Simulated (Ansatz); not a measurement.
## Electronic structure of Cl$_{2}$FGeH$_{2}$N···H$_{2}$O in real space

```xyz
10

Ge    0.1233    0.7826   -0.1654
O     0.5729   -0.0880    2.2757
H     0.8971   -0.9714    2.0583
Cl    1.2969   -0.9789   -0.5921
Cl   -0.4363    1.5433   -2.0917
F    -1.3778    0.2064    0.4960
N     0.8133    2.1788    0.7031
H     1.3437    1.9550    1.5382
H     1.2337    2.8947    0.1199
H    -0.3763   -0.2097    2.4133
```

Computed with RKS PBE0/def2-SVP in Ansatz 0.2.0.

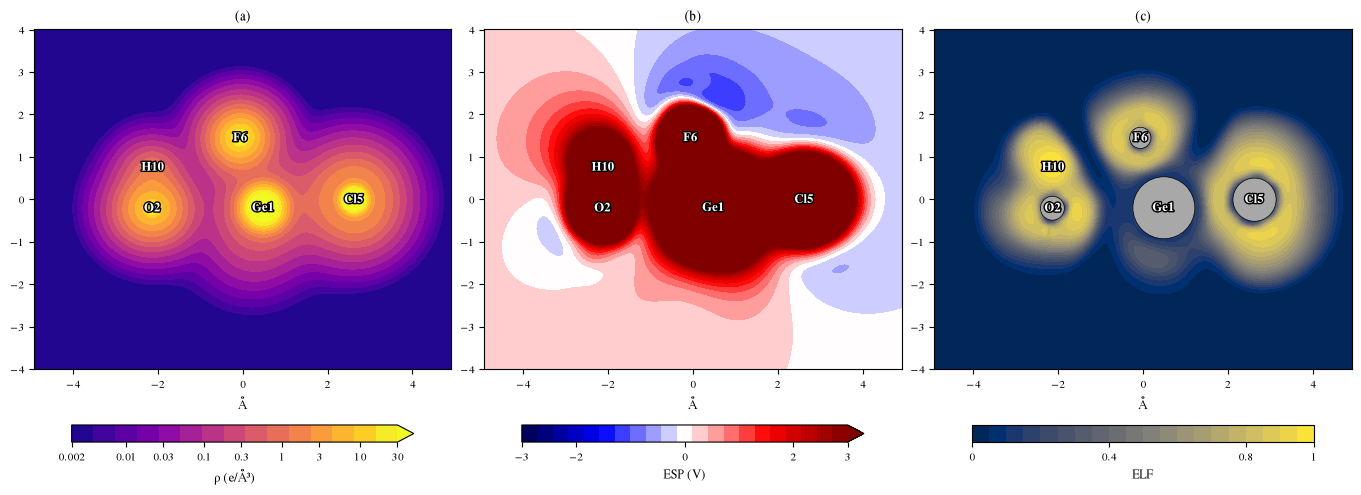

Figure 1. (a) electron density; (b) molecular electrostatic potential; (c) ELF on the plane of atoms Cl5, Ge1 and F6. Grey discs cover the atomic cores in the ELF map.

What does the map show?

Answer.
- Atoms in the plane: Ge, O, Cl, F and H.
- Ge1···O2 (2.63 Å): the density falls to about 0.16 e/Å³ on the way; the ELF dips to about 0.10 between them.
- Ge–F (1.74 Å): the density is about 0.92 e/Å³ at the midpoint; the ELF peaks at about 0.80 in the valence shell of F, 0.5 Å from its nucleus, and is about 0.25 at the midpoint.
- Ge–Cl (2.15 Å): ρ at the midpoint is about 0.75 e/Å³; the ELF peaks at about 0.85 in the valence shell of Cl, 0.9 Å from its nucleus, and is about 0.65 at the midpoint.
- O–H (0.97 Å): ρ is about 3.7 e/Å³ halfway; the ELF climbs to about 1 towards the hydrogen, as it does in any bond to H: an ordinary covalent bond to hydrogen.
- The ELF also peaks beside Cl5 and F6, away from the bonds: lone-pair regions.
- Outside the dense part of the complex the potential is most negative (−1.3 V) near F6.

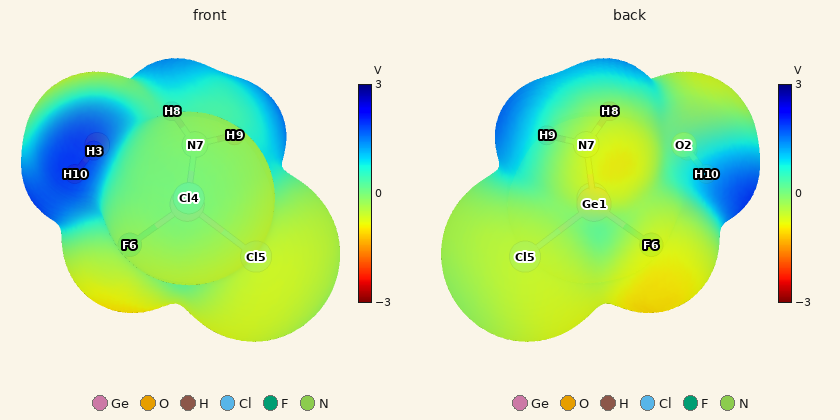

Figure 2. The electrostatic potential painted on the density surface at 0.001 e/bohr³, seen from the front and from behind; the colour scale runs from red (negative) to blue (positive).

Describe the electrostatic potential map.

Answer. The most negative region (about −1.0 V) lies over F6, the most positive (about +2.0 V) over H3.

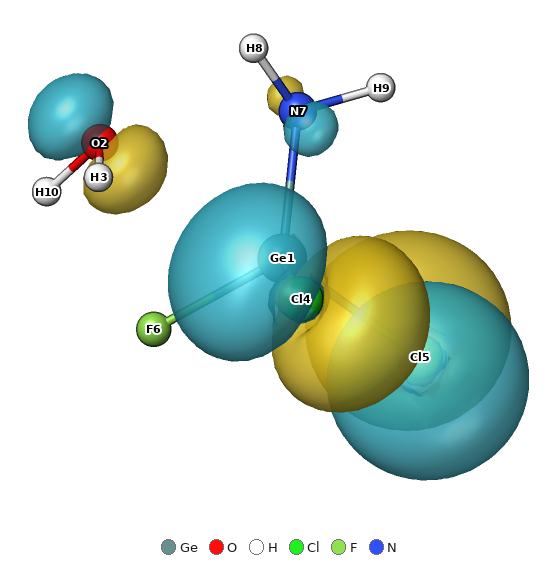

Figure 3. The HOMO−1 at ±0.1 Å⁻³ᐟ² (yellow and cyan are the two phases), seen at a tilt.

Where does this orbital lie, and at what energy?

Answer. It lies mainly on Cl5 (about 55 %) and Cl4 (about 35 %). Its energy is −8.89 eV.
